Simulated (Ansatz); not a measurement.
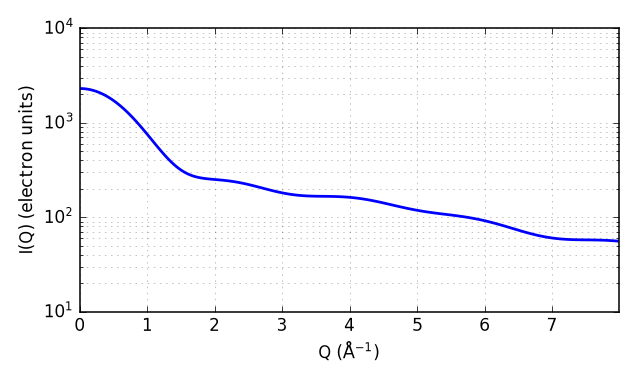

Elastic X-ray scattering of a randomly oriented, rigid molecule, calculated with the Debye equation from neutral-atom form factors (independent atoms, no Compton part, no vibration). The geometry is the end point of an optimisation (RKS r2SCAN-D4/6-31G* (Ansatz)); it may be a saddle point or a higher isomer. It contains O, Al, Si, H.

Q: How many electrons does the independent-atom model of the molecule hold?

A: I(0) is the square of the electron number: I(0) = 2300, so about 48 electrons, the count of AlH5O2Si.

Q: What radius of gyration does the initial fall-off give?

A: From I(Q) ≈ I(0) exp(−Q²R²/3) at small Q, R ≈ 1.89 Å. It is larger than the electron-weighted radius of the nuclear positions alone (1.73 Å), because each atom's electron cloud adds to it.
